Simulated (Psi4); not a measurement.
# C4F6 (hexafluoro-1,3-butadiene) at HF/def2-SVP

What is the vertical ionisation energy of C4F6 (hexafluoro-1,3-butadiene) at HF/def2-SVP? 

The calculation is run with Psi4 1.11.

### 1 The system as given

C4F6 has 10 atoms, charge 0, and is taken as a singlet. SMILES: `FC(F)=C(F)C(F)=C(F)F`. The shape is that of a PBE0-D4/def2-TZVP optimisation. This is one conformer, not always the lowest.

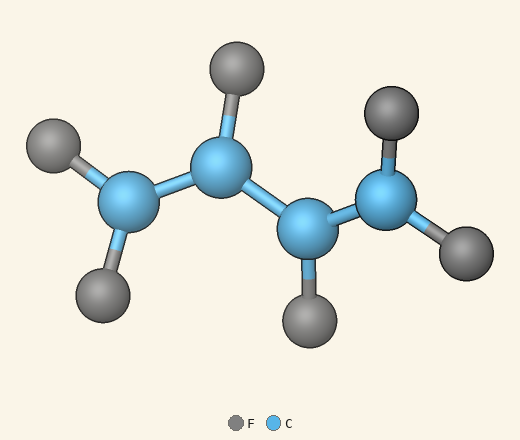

Viewed from a chosen angle; fluorine grey, carbon blue.

### 2 The energy at HF/def2-SVP

Contents of c4f6.py:

```python
import psi4

psi4.set_memory(2200000000)
psi4.set_num_threads(1)
psi4.set_output_file('run.log', False)

molecule = psi4.geometry("""
0 1
F     -2.053810     1.662800     1.377130
C     -0.968210     0.957120     1.216850
F     -0.221410     0.945930     2.287420
C     -0.667650     0.310880     0.093330
F     -1.492030     0.446590    -0.950910
C      0.469880    -0.568880    -0.081660
F      0.861420    -1.269360     0.988150
C      1.122480    -0.755840    -1.225950
F      0.870130    -0.099570    -2.325770
F      2.079220    -1.629640    -1.378580
symmetry c1
""")

psi4.set_options({
    'basis': 'def2-SVP',
    'reference': 'rhf',
    'puream': True,
    'e_convergence': 1e-09,
    'd_convergence': 1e-08,
    'scf_type': 'pk',
})

energy_value, wavefunction = psi4.energy('hf', return_wfn=True)
print(f'hf energy: {energy_value:.10f} Eh')
```

Command:

```bash
$ python c4f6.py
```

run.log:

```text
[...]
  Running in c1 symmetry.
[...]
  Nuclear repulsion =  564.449320957718328
[...]
  Multiplicity = 1
[...]
  Nalpha       = 39
  Nbeta        = 39
[...]
    Number of basis functions: 140
[...]
   @RHF iter   1:  -747.26246281075476   -4.95230e-01   3.95911e-03 DIIS/ADIIS
[...]
   @RHF iter  12:  -747.39369545365093   -1.98952e-11   9.33241e-09 DIIS
[...]
    Orbital Energies [Eh]
    ---------------------
    Doubly Occupied:
       1A    -26.372646     2A    -26.372612     3A    -26.369418
       4A    -26.369416     5A    -26.339130     6A    -26.339126
       7A    -11.465257     8A    -11.465243     9A    -11.377088
      10A    -11.376301    11A     -1.720108    12A     -1.719186
      13A     -1.654637    14A     -1.652375    15A     -1.644613
      16A     -1.637444    17A     -1.142343    18A     -1.075636
      19A     -0.941897    20A     -0.904660    21A     -0.863788
      22A     -0.848258    23A     -0.832082    24A     -0.815263
      25A     -0.805575    26A     -0.800449    27A     -0.764937
      28A     -0.737193    29A     -0.728047    30A     -0.722638
      31A     -0.722551    32A     -0.720421    33A     -0.715820
      34A     -0.698365    35A     -0.693607    36A     -0.688818
[...]
  @RHF Final Energy:  -747.39369545365093
   => Energetics <=
    Nuclear Repulsion Energy =            564.4493209577183279
    One-Electron Energy =               -2160.5737146993551505
    Two-Electron Energy =                 848.7306982879858879
    Total Energy =                       -747.3936954536509347
[...]
 Multipole Moments:
 ------------------------------------------------------------------------------------
     Multipole            Electronic (a.u.)      Nuclear  (a.u.)        Total (a.u.)
 ------------------------------------------------------------------------------------
 L = 1.  Multiply by 2.5417464519 to convert [e a0] to [Debye]
 Dipole X            :          0.1072562           -0.0304044            0.0768519
 Dipole Y            :          0.1399248           -0.0396456            0.1002792
 Dipole Z            :         -0.0063250            0.0017932           -0.0045318
 Magnitude           :                                                    0.1264226
[...]
```

On the terminal:

```text
hf energy: -747.3936954537 Eh
```

Wall time 5.4 s (1 thread of Intel Xeon 6975P-C (Granite Rapids), shared host); peak memory 0.91 GiB.

### 3 The doublet cation: energy and gradient at UHF/def2-SVP

Contents of c4f6.json:

```json
{
 "schema_name": "qcschema_input",
 "schema_version": 1,
 "molecule": {
  "schema_name": "qcschema_molecule",
  "schema_version": 2,
  "symbols": ["F", "C", "F", "C", "F", "C", "F", "C", "F", "F"],
  "geometry": [-3.88113841, 3.1422366, 2.60239854, -1.82965173, 1.80869467, 2.29951323, -0.41840426, 1.78754863, 4.32259733, -1.26167565, 0.58747806, 0.17636814, -2.81952807, 0.84393279, -1.79695947, 0.88794451, -1.0750274, -0.15431504, 1.62784788, -2.39874275, 1.86733287, 2.12117978, -1.42833059, -2.31670974, 1.64430739, -0.18816003, -4.39506833, 3.92915635, -3.07957328, -2.60513864],
  "molecular_charge": 1,
  "molecular_multiplicity": 2,
  "fix_symmetry": "c1"
 },
 "driver": "gradient",
 "model": {
  "method": "scf",
  "basis": "def2-SVP"
 },
 "keywords": {
  "reference": "uhf",
  "puream": true,
  "e_convergence": 1e-09,
  "d_convergence": 1e-08,
  "scf_type": "pk",
  "maxiter": 100
 }
}
```

Command:

```bash
$ psi4 --qcschema c4f6.json -n 1 --memory 2200MB
```

stdout:

```text
[...]
  Running in c1 symmetry.
[...]
  Nuclear repulsion =  564.449321351638559
[...]
  Multiplicity = 2
[...]
  Nalpha       = 39
  Nbeta        = 38
[...]
    Number of basis functions: 140
[...]
   @UHF iter   1:  -746.86542856233211   -9.81953e-02   4.68576e-03 ADIIS/DIIS
[...]
   @UHF iter  17:  -747.05734596791694   -2.04636e-12   4.24656e-09 DIIS
[...]
   @S^2 Observed:                8.217001903E-01
[...]
  @UHF Final Energy:  -747.05734596791694
   => Energetics <=
    Nuclear Repulsion Energy =            564.4493213516385595
    One-Electron Energy =               -2142.2916859993015350
    Two-Electron Energy =                 830.7850186797461447
    Total Energy =                       -747.0573459679169446
  UHF NO Occupations:
  HONO-2 :   37  A 1.9995004
  HONO-1 :   38  A 1.9655053
[...]
 Multipole Moments:
 ------------------------------------------------------------------------------------
     Multipole            Electronic (a.u.)      Nuclear  (a.u.)        Total (a.u.)
 ------------------------------------------------------------------------------------
 L = 1.  Multiply by 2.5417464519 to convert [e a0] to [Debye]
 Dipole X            :          0.1281380           -0.0304044            0.0977337
 Dipole Y            :          0.1672192           -0.0396456            0.1275737
 Dipole Z            :         -0.0075489            0.0017932           -0.0057557
 Magnitude           :                                                    0.1608106
[...]
  -Total Gradient:
     Atom            X                  Y                   Z
    ------   -----------------  -----------------  -----------------
       1       -0.054648950715     0.035736327484     0.015533255959
       2        0.038900205885    -0.060802097208    -0.116997254467
       3        0.030703621222     0.003543190806     0.054348274389
       4       -0.010004452932     0.046644987328     0.093656720034
       5       -0.032399472577    -0.003649897626    -0.036953845886
       6        0.043502431636    -0.002936466935    -0.095642347931
       7        0.006548965074    -0.030085003584     0.038479091017
       8       -0.063670035251     0.028475417476     0.118474296329
       9       -0.006966060073     0.027425960387    -0.055757382905
      10        0.048033747728    -0.044352418128    -0.015140806541
[...]
```

It took 14 s on 1 thread of Intel Xeon 6975P-C (Granite Rapids), shared host; peak memory 0.92 GiB.

### 4 Summary of results

At HF/def2-SVP:

| quantity | value |
| --- | --- |
| singlet C4F6: total energy | -747.39370 Eh |
| singlet C4F6: dipole moment | 0.32 D |
| singlet C4F6: HOMO energy | -10.12 eV |
| singlet C4F6: LUMO energy | 2.74 eV |
| singlet C4F6: HOMO–LUMO gap | 12.86 eV |
| doublet cation: total energy | -747.05735 Eh |
| doublet cation: HOMO energy (highest over α and β) | -17.74 eV |
| doublet cation: LUMO energy (lowest over α and β) | -8.20 eV |
| doublet cation: ⟨S²⟩ | 0.822 |
| doublet cation: largest force on an atom | 7.070 eV/Å |
| vertical ionisation energy (to the doublet cation) | 9.153 eV |

The vertical ionisation energy comes to 9.15 eV (883 kJ/mol). −ε(HOMO) before ionisation, 10.12 eV, is 0.97 eV above this ionisation energy.
